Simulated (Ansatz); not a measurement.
## Geometry relaxation, with input and output: Si₂NH₅OF₂ (part 2 of 3)

The same run, continued: Si₂NH₅OF₂; RKS PBE-D4/STO-3G (Ansatz 0.2.0). It belongs to a series of runs on one base structure; here: start relaxed.

Geometry of the input (Å):
```
Si 0.0000  0.0000  0.0000
O  0.0000  0.0000  1.6800
Si -1.3147  -0.4067  2.6436
H  -2.2390  -1.2403  1.8804
H  -0.8506  -1.1432  3.8157
H  -1.9987  0.8095  3.0733
N  1.7163  0.0000  -0.6061
H  2.2145  -0.9180  -0.7868
H  2.2175  0.9180  -0.7783
F  -0.7489  1.2974  -0.5295
F  -0.7489  -1.2974  -0.5295
```

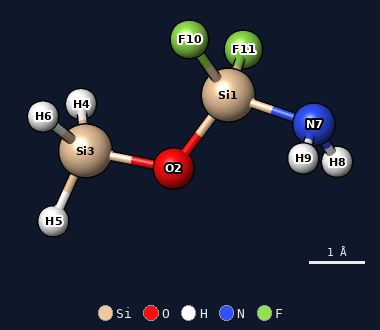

Figure 1. The geometry at step 15 of the log (ball-and-stick view, seen at a tilt; atoms are numbered from 1 in the order of the input).

Trajectory as extended XYZ, continued:
```
11
Properties=species:S:1:pos:R:3:forces:R:3 step=4 energy=-24481.96784
Si    0.0368   -0.0433    0.0007   -0.1346  -0.0451   0.0570
O     0.1567   -0.2247    1.6892   -0.1791  -0.0592   0.1565
Si   -1.2921   -0.4175    2.6001    0.1210   0.0496  -0.1405
H    -2.2919   -1.2729    1.9585    0.0160   0.0144  -0.0222
H    -0.9052   -1.0304    3.8622    0.0230   0.0075   0.0431
H    -1.9254    0.8719    2.8835    0.0024  -0.0156  -0.0137
N     1.6042    0.0266   -0.6924    0.0538   0.1178  -0.2668
H     2.2259   -0.8018   -0.7252    0.0965  -0.0967   0.0631
H     2.1593    0.9039   -0.6993    0.0369   0.0184   0.0548
F    -0.7590    1.3458   -0.3850   -0.0139  -0.0434   0.0401
F    -0.7618   -1.3383   -0.6294   -0.0220   0.0523   0.0286
11
Properties=species:S:1:pos:R:3:forces:R:3 step=5 energy=-24481.98697
Si    0.0306   -0.0768    0.0084   -0.0887  -0.0287   0.2197
O     0.2179   -0.4098    1.6899   -0.4889   0.0901  -0.0276
Si   -1.2737   -0.4290    2.5852    0.2769   0.1980  -0.0128
H    -2.2894   -1.2944    1.9812    0.0228  -0.0027   0.0403
H    -0.9423   -0.9278    3.9231   -0.0508   0.0713  -0.2157
H    -1.8652    0.9178    2.7140    0.1318  -0.2715  -0.0169
N     1.5774    0.0473   -0.7675    0.3577   0.2247  -0.2749
H     2.2431   -0.7589   -0.7006   -0.1168   0.0573   0.0986
H     2.1297    0.9327   -0.6377   -0.1851  -0.2373   0.0589
F    -0.7847    1.3407   -0.2438    0.1104  -0.2566   0.0632
F    -0.7958   -1.3223   -0.6893    0.0309   0.1555   0.0672
11
Properties=species:S:1:pos:R:3:forces:R:3 step=6 energy=-24482.00855
Si    0.0289   -0.0821   -0.0029   -0.1042  -0.0309   0.2520
O     0.2078   -0.4215    1.6745   -0.2750   0.0735  -0.0964
Si   -1.2703   -0.4231    2.5746    0.2057  -0.0029   0.0578
H    -2.2874   -1.3114    2.0085   -0.0088   0.0528  -0.0187
H    -0.9300   -0.9094    3.9086   -0.0020   0.0490  -0.0804
H    -1.8485    0.9205    2.7015    0.0192  -0.1158  -0.0351
N     1.5770    0.0523   -0.7892    0.2763   0.1122  -0.2723
H     2.2399   -0.7529   -0.6758   -0.0722   0.0059   0.0856
H     2.1265    0.9271   -0.5952   -0.1084  -0.1035   0.0651
F    -0.7879    1.3327   -0.2349    0.0454  -0.1276   0.0192
F    -0.8085   -1.3129   -0.7069    0.0241   0.0874   0.0233
11
Properties=species:S:1:pos:R:3:forces:R:3 step=7 energy=-24482.02822
Si    0.0321   -0.0804   -0.0127   -0.0294   0.0437  -0.2391
O     0.2060   -0.4052    1.6606    0.0775   0.0304  -0.0561
Si   -1.2542   -0.4169    2.5725   -0.0040   0.0336  -0.0055
H    -2.2725   -1.3088    2.0152    0.0145  -0.0005   0.0038
H    -0.8971   -0.8788    3.9065    0.0191  -0.0084  -0.0062
H    -1.8464    0.9169    2.6820   -0.0031  -0.0069   0.0015
N     1.5896    0.1058   -0.8881   -0.4546  -0.0267   0.1412
H     2.1540   -0.7751   -0.7049    0.2563   0.1365   0.0844
H     2.1329    0.8792   -0.4011    0.2141  -0.1880   0.0219
F    -0.8192    1.3083   -0.2482   -0.0553  -0.0339   0.0523
F    -0.7776   -1.3258   -0.7190   -0.0351   0.0201   0.0018
11
Properties=species:S:1:pos:R:3:forces:R:3 step=8 energy=-24482.03683
Si    0.0033   -0.0758   -0.0380    0.0881  -0.0603   0.0766
O     0.1983   -0.3947    1.6302    0.0817  -0.0006  -0.0259
Si   -1.2375   -0.4209    2.5716   -0.1116   0.0232  -0.1297
H    -2.2702   -1.2924    2.0098    0.0405  -0.0956   0.0586
H    -0.8471   -0.8870    3.8923   -0.0150  -0.0365   0.0453
H    -1.8495    0.8992    2.6873    0.0241   0.1111   0.0672
N     1.5819    0.0746   -0.8612    0.4570  -0.0095   0.0997
H     2.1992   -0.7602   -0.6128   -0.2898   0.0338  -0.0591
H     2.1391    0.8701   -0.4203   -0.2498  -0.0117  -0.0570
F    -0.8427    1.3164   -0.2586   -0.0196   0.0171  -0.0432
F    -0.8272   -1.3099   -0.7374   -0.0058   0.0290  -0.0324
11
Properties=species:S:1:pos:R:3:forces:R:3 step=9 energy=-24482.04481
Si    0.0033   -0.0730   -0.0491   -0.0442  -0.0358   0.0390
O     0.1966   -0.3934    1.6198   -0.0231   0.0249  -0.0190
Si   -1.2423   -0.4130    2.5627    0.0566  -0.0469   0.0854
H    -2.2571   -1.3251    2.0306   -0.0187   0.0680  -0.0088
H    -0.8471   -0.8850    3.8836    0.0039   0.0183  -0.0144
H    -1.8350    0.9194    2.7051   -0.0192  -0.0566  -0.0421
N     1.5876    0.0763   -0.8577    0.1035   0.0809  -0.0129
H     2.1771   -0.7672   -0.5998   -0.0001  -0.1005   0.0006
H     2.1271    0.8661   -0.3945   -0.0393   0.0358  -0.0102
F    -0.8418    1.3201   -0.2788   -0.0067  -0.0239  -0.0126
F    -0.8208   -1.3061   -0.7591   -0.0127   0.0358  -0.0049
11
Properties=species:S:1:pos:R:3:forces:R:3 step=10 energy=-24482.04682
Si    0.0013   -0.0736   -0.0536    0.0170  -0.0036  -0.0005
O     0.1953   -0.3910    1.6149    0.0062   0.0042  -0.0044
Si   -1.2362   -0.4146    2.5673   -0.0135  -0.0105  -0.0068
H    -2.2605   -1.3151    2.0355    0.0069   0.0042   0.0042
H    -0.8358   -0.8812    3.8874    0.0070   0.0059  -0.0013
H    -1.8390    0.9124    2.6985    0.0044  -0.0007   0.0007
N     1.5934    0.0852   -0.8598    0.0094   0.0004   0.0463
H     2.1685   -0.7743   -0.6079   -0.0023   0.0375  -0.0054
H     2.1284    0.8626   -0.3668   -0.0083  -0.0447  -0.0168
F    -0.8489    1.3153   -0.2853   -0.0151  -0.0086  -0.0085
F    -0.8191   -1.3064   -0.7674   -0.0118   0.0160  -0.0074
11
Properties=species:S:1:pos:R:3:forces:R:3 step=11 energy=-24482.04708
Si   -0.0004   -0.0733   -0.0558    0.0182  -0.0037   0.0099
O     0.1940   -0.3911    1.6123    0.0031  -0.0008  -0.0063
Si   -1.2353   -0.4158    2.5673   -0.0068   0.0030  -0.0080
H    -2.2607   -1.3156    2.0373    0.0026  -0.0068   0.0053
H    -0.8307   -0.8799    3.8869    0.0026  -0.0012   0.0011
H    -1.8382    0.9108    2.6989    0.0006   0.0060   0.0021
N     1.5941    0.0828   -0.8548   -0.0364  -0.0078  -0.0107
H     2.1705   -0.7733   -0.6010    0.0120  -0.0120   0.0041
H     2.1273    0.8619   -0.3674    0.0192   0.0181   0.0155
F    -0.8501    1.3156   -0.2888   -0.0083  -0.0033  -0.0075
F    -0.8231   -1.3029   -0.7721   -0.0068   0.0085  -0.0056
11
Properties=species:S:1:pos:R:3:forces:R:3 step=12 energy=-24482.04723
Si   -0.0008   -0.0736   -0.0568   -0.0045   0.0013  -0.0042
O     0.1927   -0.3941    1.6104    0.0025   0.0011  -0.0035
Si   -1.2355   -0.4155    2.5669   -0.0011   0.0046   0.0026
H    -2.2601   -1.3202    2.0441    0.0015  -0.0050   0.0023
H    -0.8265   -0.8722    3.8877   -0.0021  -0.0014   0.0028
H    -1.8396    0.9113    2.6933   -0.0004   0.0018   0.0000
N     1.5945    0.0879   -0.8526   -0.0175   0.0004  -0.0092
H     2.1678   -0.7743   -0.6126    0.0073  -0.0131   0.0042
H     2.1303    0.8567   -0.3510    0.0147   0.0102   0.0071
F    -0.8523    1.3145   -0.2896   -0.0028  -0.0087   0.0008
F    -0.8232   -1.3013   -0.7772    0.0023   0.0089  -0.0028
11
Properties=species:S:1:pos:R:3:forces:R:3 step=13 energy=-24482.04736
Si   -0.0019   -0.0726   -0.0592   -0.0158   0.0077  -0.0138
O     0.1903   -0.3976    1.6069    0.0008   0.0030   0.0045
Si   -1.2352   -0.4148    2.5673    0.0002  -0.0001   0.0052
H    -2.2573   -1.3293    2.0565    0.0012   0.0007  -0.0018
H    -0.8209   -0.8593    3.8908   -0.0010   0.0023   0.0001
H    -1.8436    0.9110    2.6839   -0.0011  -0.0028  -0.0010
N     1.5959    0.0964   -0.8495    0.0205   0.0051   0.0109
H     2.1617   -0.7776   -0.6314   -0.0113   0.0127   0.0000
H     2.1380    0.8469   -0.3250   -0.0093  -0.0235  -0.0134
F    -0.8572    1.3135   -0.2905    0.0041  -0.0100   0.0096
F    -0.8224   -1.2975   -0.7871    0.0116   0.0050  -0.0001
11
Properties=species:S:1:pos:R:3:forces:R:3 step=14 energy=-24482.04743
Si   -0.0020   -0.0710   -0.0595   -0.0174   0.0053  -0.0104
O     0.1901   -0.3971    1.6064    0.0005   0.0032   0.0050
Si   -1.2349   -0.4150    2.5674   -0.0003   0.0018   0.0024
H    -2.2547   -1.3336    2.0590    0.0021   0.0007  -0.0001
H    -0.8192   -0.8544    3.8922   -0.0012   0.0012  -0.0017
H    -1.8471    0.9094    2.6804   -0.0006  -0.0034  -0.0010
N     1.5961    0.0980   -0.8493    0.0216   0.0044   0.0117
H     2.1581   -0.7796   -0.6355   -0.0086   0.0120  -0.0023
H     2.1410    0.8428   -0.3195   -0.0088  -0.0204  -0.0125
F    -0.8581    1.3148   -0.2893    0.0045  -0.0065   0.0088
F    -0.8217   -1.2950   -0.7895    0.0084   0.0018   0.0001
11
Properties=species:S:1:pos:R:3:forces:R:3 step=15 energy=-24482.04758
Si   -0.0027   -0.0637   -0.0594    0.0046  -0.0039  -0.0078
O     0.1899   -0.3931    1.6058   -0.0016   0.0058   0.0044
Si   -1.2348   -0.4152    2.5674   -0.0074  -0.0081   0.0013
H    -2.2422   -1.3539    2.0704    0.0057   0.0068   0.0006
H    -0.8135   -0.8346    3.8972   -0.0026   0.0073  -0.0050
H    -1.8650    0.9024    2.6636    0.0046  -0.0083   0.0015
N     1.5972    0.1040   -0.8480    0.0198   0.0027   0.0214
H     2.1445   -0.7886   -0.6570   -0.0108   0.0201  -0.0072
H     2.1549    0.8246   -0.2980   -0.0156  -0.0208  -0.0128
F    -0.8601    1.3218   -0.2827    0.0053   0.0042   0.0030
F    -0.8205   -1.2844   -0.7965   -0.0020  -0.0059   0.0006
11
Properties=species:S:1:pos:R:3:forces:R:3 step=16 energy=-24482.04765
Si   -0.0023   -0.0594   -0.0585   -0.0023  -0.0042  -0.0033
O     0.1904   -0.3889    1.6067    0.0002   0.0019   0.0043
Si   -1.2351   -0.4169    2.5670   -0.0066   0.0145   0.0078
H    -2.2334   -1.3679    2.0747    0.0084   0.0039   0.0073
H    -0.8116   -0.8179    3.9018   -0.0027  -0.0084  -0.0113
H    -1.8771    0.8956    2.6537    0.0010  -0.0090  -0.0066
N     1.5973    0.1089   -0.8476    0.0400   0.0015   0.0331
H     2.1350   -0.7940   -0.6764   -0.0146   0.0344  -0.0095
H     2.1636    0.8114   -0.2821   -0.0221  -0.0330  -0.0230
F    -0.8589    1.3270   -0.2784    0.0034   0.0050   0.0006
F    -0.8205   -1.2785   -0.7981   -0.0047  -0.0067   0.0006
11
Properties=species:S:1:pos:R:3:forces:R:3 step=17 energy=-24482.04775
Si   -0.0018   -0.0560   -0.0573   -0.0106  -0.0022   0.0013
O     0.1912   -0.3827    1.6085    0.0029   0.0033   0.0032
Si   -1.2351   -0.4159    2.5673   -0.0093  -0.0039  -0.0014
H    -2.2247   -1.3777    2.0788    0.0057   0.0051   0.0035
H    -0.8107   -0.8107    3.9036   -0.0023   0.0048  -0.0074
H    -1.8886    0.8915    2.6445    0.0043  -0.0072   0.0030
N     1.5971    0.1130   -0.8470    0.0643  -0.0018   0.0430
H     2.1277   -0.7977   -0.6939   -0.0227   0.0450  -0.0112
H     2.1707    0.7997   -0.2689   -0.0302  -0.0413  -0.0335
F    -0.8573    1.3310   -0.2767    0.0012   0.0020  -0.0003
F    -0.8210   -1.2752   -0.7961   -0.0034  -0.0038  -0.0001
11
Properties=species:S:1:pos:R:3:forces:R:3 step=18 energy=-24482.04785
Si   -0.0016   -0.0539   -0.0566   -0.0042   0.0004  -0.0002
O     0.1916   -0.3768    1.6100    0.0010   0.0036   0.0001
Si   -1.2359   -0.4156    2.5670   -0.0028  -0.0044   0.0057
H    -2.2199   -1.3834    2.0796    0.0026   0.0057  -0.0003
H    -0.8107   -0.8065    3.9040   -0.0010   0.0030  -0.0030
H    -1.8952    0.8888    2.6431    0.0011  -0.0055  -0.0009
N     1.5974    0.1156   -0.8464    0.0584  -0.0051   0.0406
H     2.1238   -0.7995   -0.7061   -0.0251   0.0393  -0.0099
H     2.1757    0.7918   -0.2609   -0.0294  -0.0344  -0.0307
F    -0.8566    1.3332   -0.2778    0.0003  -0.0024   0.0001
F    -0.8211   -1.2745   -0.7930   -0.0010  -0.0003  -0.0015
11
Properties=species:S:1:pos:R:3:forces:R:3 step=19 energy=-24482.04800
Si   -0.0010   -0.0478   -0.0542    0.0066   0.0041   0.0008
O     0.1934   -0.3608    1.6144   -0.0009   0.0020  -0.0008
Si   -1.2361   -0.4154    2.5679   -0.0076   0.0099  -0.0133
H    -2.2073   -1.3951    2.0791    0.0058  -0.0062   0.0046
H    -0.8096   -0.7956    3.9073   -0.0018  -0.0018   0.0023
H    -1.9139    0.8798    2.6362    0.0060   0.0000   0.0046
N     1.5981    0.1229   -0.8441    0.0425  -0.0173   0.0346
H     2.1110   -0.8044   -0.7391   -0.0276   0.0422  -0.0046
H     2.1891    0.7698   -0.2392   -0.0241  -0.0290  -0.0253
F    -0.8562    1.3383   -0.2800   -0.0018  -0.0098   0.0012
F    -0.8200   -1.2724   -0.7854    0.0028   0.0059  -0.0042
11
Properties=species:S:1:pos:R:3:forces:R:3 step=20 energy=-24482.04809
Si   -0.0005   -0.0426   -0.0531    0.0110   0.0025   0.0036
O     0.1939   -0.3492    1.6167   -0.0063   0.0041  -0.0046
Si   -1.2373   -0.4139    2.5676    0.0044  -0.0002   0.0008
H    -2.1956   -1.4084    2.0828    0.0013   0.0074  -0.0008
H    -0.8096   -0.7853    3.9090    0.0011   0.0013   0.0028
H    -1.9271    0.8754    2.6316    0.0004  -0.0073  -0.0032
N     1.5991    0.1299   -0.8414    0.0534  -0.0287   0.0386
H     2.0988   -0.8081   -0.7669   -0.0332   0.0648  -0.0010
H     2.2007    0.7499   -0.2185   -0.0297  -0.0407  -0.0324
F    -0.8580    1.3414   -0.2819   -0.0040  -0.0104   0.0017
F    -0.8170   -1.2699   -0.7831    0.0018   0.0072  -0.0055
11
Properties=species:S:1:pos:R:3:forces:R:3 step=21 energy=-24482.04820
Si   -0.0005   -0.0422   -0.0532    0.0037   0.0001   0.0043
O     0.1940   -0.3504    1.6163   -0.0052   0.0036  -0.0026
Si   -1.2368   -0.4137    2.5677    0.0012   0.0034  -0.0002
H    -2.1949   -1.4094    2.0849    0.0036   0.0039   0.0017
H    -0.8086   -0.7808    3.9104    0.0000  -0.0008  -0.0013
H    -1.9281    0.8748    2.6282    0.0014  -0.0045  -0.0020
N     1.5993    0.1328   -0.8403    0.0514  -0.0213   0.0365
H     2.0954   -0.8072   -0.7734   -0.0261   0.0494  -0.0042
H     2.2028    0.7446   -0.2115   -0.0263  -0.0310  -0.0289
F    -0.8607    1.3403   -0.2802   -0.0034  -0.0072   0.0015
F    -0.8146   -1.2693   -0.7861   -0.0003   0.0044  -0.0047
11
Properties=species:S:1:pos:R:3:forces:R:3 step=22 energy=-24482.04842
Si   -0.0006   -0.0417   -0.0535   -0.0030  -0.0050   0.0024
O     0.1937   -0.3525    1.6153   -0.0024   0.0053  -0.0008
Si   -1.2360   -0.4112    2.5683    0.0005  -0.0075  -0.0028
H    -2.1917   -1.4125    2.0926    0.0012   0.0009  -0.0001
H    -0.8060   -0.7698    3.9127   -0.0018   0.0053  -0.0023
H    -1.9313    0.8753    2.6191    0.0025   0.0010   0.0041
N     1.6004    0.1429   -0.8356    0.0419  -0.0052   0.0331
H     2.0855   -0.8040   -0.7982   -0.0126   0.0264  -0.0077
H     2.2103    0.7267   -0.1870   -0.0221  -0.0204  -0.0244
F    -0.8702    1.3354   -0.2761   -0.0014   0.0001   0.0002
F    -0.8065   -1.2692   -0.7948   -0.0029  -0.0009  -0.0017
11
Properties=species:S:1:pos:R:3:forces:R:3 step=23 energy=-24482.04848
Si   -0.0007   -0.0409   -0.0538   -0.0091  -0.0086  -0.0010
O     0.1929   -0.3516    1.6147   -0.0004   0.0022  -0.0005
Si   -1.2362   -0.4082    2.5686    0.0049   0.0137   0.0144
H    -2.1867   -1.4187    2.1024    0.0011  -0.0013   0.0035
H    -0.8032   -0.7474    3.9172   -0.0027  -0.0114  -0.0082
H    -1.9372    0.8755    2.6102   -0.0035   0.0007  -0.0071
N     1.6031    0.1625   -0.8260    0.1063  -0.0260   0.0654
H     2.0679   -0.7969   -0.8515   -0.0353   0.1013   0.0047
H     2.2256    0.6911   -0.1400   -0.0610  -0.0699  -0.0723
F    -0.8870    1.3258   -0.2721    0.0027   0.0017  -0.0017
F    -0.7911   -1.2719   -0.8068   -0.0031  -0.0025   0.0029
11
Properties=species:S:1:pos:R:3:forces:R:3 step=24 energy=-24482.04880
Si   -0.0004   -0.0413   -0.0533   -0.0045  -0.0024  -0.0026
O     0.1933   -0.3480    1.6161    0.0020   0.0053  -0.0004
Si   -1.2360   -0.4064    2.5695   -0.0035  -0.0074  -0.0025
H    -2.1863   -1.4159    2.1005    0.0006   0.0014  -0.0012
H    -0.8045   -0.7543    3.9162   -0.0008   0.0060  -0.0023
H    -1.9381    0.8768    2.6116    0.0036  -0.0002   0.0047
N     1.6030    0.1626   -0.8265    0.0526  -0.0208   0.0417
H     2.0686   -0.7950   -0.8527   -0.0215   0.0493  -0.0038
H     2.2250    0.6899   -0.1415   -0.0280  -0.0277  -0.0337
F    -0.8861    1.3255   -0.2752    0.0009  -0.0036   0.0002
F    -0.7911   -1.2747   -0.8019   -0.0014   0.0001   0.0001
11
Properties=species:S:1:pos:R:3:forces:R:3 step=25 energy=-24482.04927
Si   -0.0005   -0.0436   -0.0529   -0.0215  -0.0079   0.0151
O     0.1931   -0.3383    1.6180   -0.0086   0.0001   0.0101
Si   -1.2367   -0.4012    2.5706    0.0043   0.0010  -0.0028
H    -2.1865   -1.4092    2.0978   -0.0005   0.0008   0.0001
H    -0.8049   -0.7522    3.9163   -0.0009  -0.0003   0.0022
H    -1.9383    0.8820    2.6183   -0.0002   0.0003   0.0005
N     1.6030    0.1755   -0.8125    0.0645  -0.0020  -0.0193
H     2.0596   -0.7808   -0.8975   -0.0231   0.0006  -0.0110
H     2.2371    0.6617   -0.1115   -0.0238   0.0064   0.0040
F    -0.9016    1.3117   -0.2814    0.0018  -0.0040  -0.0001
F    -0.7768   -1.2863   -0.8023    0.0081   0.0049   0.0012
```
